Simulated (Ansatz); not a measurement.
Consider MoSi2 (space group I4/mmm, No. 139; a = 3.202 Å, c = 7.819 Å). Axes: x, y, z lie along a, b, c of the conventional cell.

Structures relaxed with r2SCAN (Ansatz, a quantum-chemistry and plane-wave program, PAW, scalar-relativistic without spin-orbit coupling), earlier PAW set.

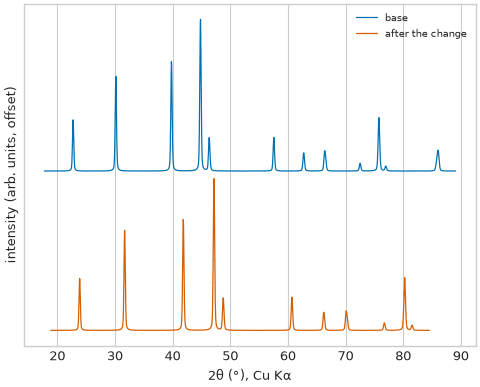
Simulated powder patterns before (top) and after one change

Question: Which of these changes matches the shifts?
A) isotropic strain −4.70 %
B) uniaxial strain ε_xx = +2.38 %
C) biaxial strain +0.60 %, plane normal [001], relaxed out of plane
D) uniaxial strain ε_xx = −1.64 %

Answer: A, isotropic strain −4.70 %. Its volume per atom is 11.57 Å³ against 13.36 Å³, and its space group is I4/mmm (No. 139).

Stability against distortions was not tested. The final runs are not spin-polarised.
